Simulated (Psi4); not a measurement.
# InHClF (SMILES [F][InH][Cl]): PBE0/def2-SVP (core potential, sweep point 8)

Aim: the vertical electron affinity of InHClF at PBE0/def2-SVP (core potential, sweep point 8), from 2 runs. 

The results are computed with Psi4 1.11.

2 further runs of the same task are left out: 2 set aside as unsound or not needed.

### 1 The structure to begin with

InHClF has 4 atoms, charge 0, and is taken as a singlet. SMILES: `[F][InH][Cl]`. The shape is that of a PBE0-D4/def2-TZVP optimisation.

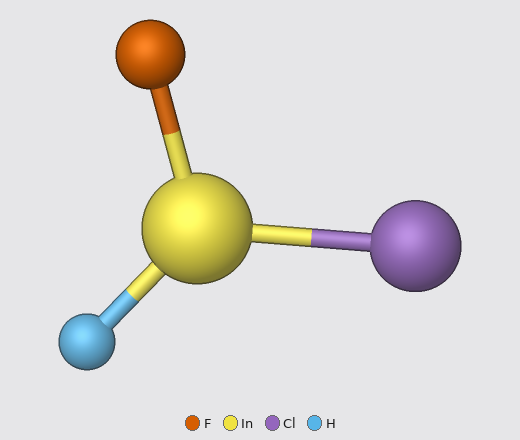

Viewed from a chosen angle; fluorine orange, indium yellow, chlorine purple, hydrogen blue.

### 2 The energy at PBE0/def2-SVP (core potential, sweep point 8)

calc.in

```
memory 1600 mb

molecule {
  0 1
  F     -1.569200    -0.190500     0.987800
  In    -0.021100     0.130300    -0.135600
  Cl     1.671100    -1.313100     0.468200
  H     -0.025300     1.312800    -1.340700
  symmetry c1
}

set {
  basis                def2-SVP
  reference            rks
  puream               true
  scf_type             pk
  dft_radial_points    99
  dft_spherical_points 590
}

energy("pbe0")
```

Started as:

```sh
$ psi4 -n 1 calc.in calc.out
```

calc.out:

```text
[...]
    !!!  WARNING: ECP capability is in beta. Please check occupations closely.  !!!
[...]
  Running in c1 symmetry.
[...]
  Nuclear repulsion =  167.456036724742745
[...]
  Multiplicity = 1
[...]
  Nalpha       = 24
  Nbeta        = 24
[...]
    Number of basis functions: 63
[...]
   @RKS iter   1:  -750.24825954661412   -1.15453e+00   8.63033e-03 ADIIS/DIIS
[...]
   @RKS iter   8:  -750.36323811490865   -1.25234e-07   7.62291e-07 DIIS
[...]
    Orbital Energies [Eh]
    ---------------------
    Doubly Occupied:
       1A   -101.669952     2A    -24.708031     3A     -9.520755
       4A     -7.259499     5A     -7.253996     6A     -7.253193
       7A     -4.762963     8A     -3.164699     9A     -3.156031
      10A     -3.153505    11A     -1.111625    12A     -0.862010
      13A     -0.832695    14A     -0.831766    15A     -0.829281
      16A     -0.823301    17A     -0.788896    18A     -0.472462
      19A     -0.391088    20A     -0.385350    21A     -0.377406
      22A     -0.350290    23A     -0.335772    24A     -0.327060
[...]
  @RKS Final Energy:  -750.36323811490865
   => Energetics <=
    Nuclear Repulsion Energy =            167.4560367247427450
    One-Electron Energy =               -1444.6486395476088092
    Two-Electron Energy =                 569.0136474031132821
    DFT Exchange-Correlation Energy =     -42.1842826951559005
    Empirical Dispersion Energy =           0.0000000000000000
    VV10 Nonlocal Energy =                  0.0000000000000000
    Total Energy =                       -750.3632381149086541
[...]
 Multipole Moments:
 ------------------------------------------------------------------------------------
     Multipole            Electronic (a.u.)      Nuclear  (a.u.)        Total (a.u.)
 ------------------------------------------------------------------------------------
 L = 1.  Multiply by 2.5417464519 to convert [e a0] to [Debye]
 Dipole X            :        -11.9110532           12.1355868            0.2245336
 Dipole Y            :         20.7655321          -20.0226066            0.7429255
 Dipole Z            :        -15.0788338           14.2048263           -0.8740076
 Magnitude           :                                                    1.1688639
[...]
```

It took 3.3 s on 1 thread of AMD EPYC 9R45 (Zen 5), shared host; peak memory 0.56 GiB.

### 3 The doublet anion, same level

clfhin.dat

```
memory 1.6 GB

molecule {
  -1 2
  F     -1.569200    -0.190500     0.987800
  In    -0.021100     0.130300    -0.135600
  Cl     1.671100    -1.313100     0.468200
  H     -0.025300     1.312800    -1.340700
  units angstrom
  symmetry c1
}

set basis def2-SVP
set reference uks
set puream true
set scf_type pk
set dft_radial_points 99
set dft_spherical_points 590
set maxiter 150

e, wfn = energy('pbe0', return_wfn=True)
```

Started as:

```sh
$ psi4 -i clfhin.dat -o clfhin.out -n 1
```

clfhin.out:

```text
[...]
    !!!  WARNING: ECP capability is in beta. Please check occupations closely.  !!!
[...]
  Running in c1 symmetry.
[...]
  Nuclear repulsion =  167.456036724742745
[...]
  Multiplicity = 2
[...]
  Nalpha       = 25
  Nbeta        = 24
[...]
    Number of basis functions: 63
[...]
   @UKS iter   1:  -750.16603018294995   -1.07230e+00   1.01750e-02 ADIIS/DIIS
[...]
   @UKS iter  12:  -750.34644631229332    7.03818e-07   8.71989e-07 DIIS
[...]
   @S^2 Observed:                7.539465094E-01
[...]
    Orbital Energies [Eh]
    ---------------------
    Alpha Occupied:
       1A   -101.436116     2A    -24.474550     3A     -9.288810
       4A     -7.026541     5A     -7.022571     6A     -7.021883
       7A     -4.498562     8A     -2.897628     9A     -2.892751
      10A     -2.889595    11A     -0.885353    12A     -0.623745
      13A     -0.572359    14A     -0.568464    15A     -0.565281
      16A     -0.563764    17A     -0.546990    18A     -0.247605
      19A     -0.170292    20A     -0.167960    21A     -0.154505
      22A     -0.131405    23A     -0.121489    24A     -0.113966
      25A      0.091475
    Alpha Virtual:
[...]
  @UKS Final Energy:  -750.34644631229332
   => Energetics <=
    Nuclear Repulsion Energy =            167.4560367247427450
    One-Electron Energy =               -1456.1520630506820453
    Two-Electron Energy =                 580.7629811129502286
    DFT Exchange-Correlation Energy =     -42.4134010993042097
    Empirical Dispersion Energy =           0.0000000000000000
    VV10 Nonlocal Energy =                  0.0000000000000000
    Total Energy =                       -750.3464463122933239
[...]
 Multipole Moments:
 ------------------------------------------------------------------------------------
     Multipole            Electronic (a.u.)      Nuclear  (a.u.)        Total (a.u.)
 ------------------------------------------------------------------------------------
 L = 1.  Multiply by 2.5417464519 to convert [e a0] to [Debye]
 Dipole X            :        -11.9542889           12.1355868            0.1812979
 Dipole Y            :         20.4126205          -20.0226066            0.3900140
 Dipole Z            :        -14.6963186           14.2048263           -0.4914924
 Magnitude           :                                                    0.6531038
[...]
```

Run time: 6 s. Hardware: 1 thread of AMD EPYC 9R45 (Zen 5), shared host; peak memory 0.56 GiB.

### 4 Outcome

At PBE0/def2-SVP (core potential, sweep point 8):

```
                                         quantity          value
                     singlet InHClF: total energy  -750.36324 Eh
                    singlet InHClF: dipole moment         2.97 D
                      singlet InHClF: HOMO energy       -8.90 eV
                      singlet InHClF: LUMO energy       -1.69 eV
                    singlet InHClF: HOMO–LUMO gap        7.21 eV
                      doublet anion: total energy  -750.34645 Eh
doublet anion: HOMO energy (highest over α and β)        2.49 eV
 doublet anion: LUMO energy (lowest over α and β)        3.48 eV
                              doublet anion: ⟨S²⟩          0.754
vertical electron affinity (to the doublet anion)      -0.457 eV
```

**Reading.** The anion lies 0.46 eV (44.1 kJ/mol) above the neutral: the electron isn't bound at this level, and such a value depends on the basis. Without diffuse functions anions come out too high. The HOMO (doublet anion) lies at positive energy, 2.49 eV; only total energies tell whether the electron is bound.
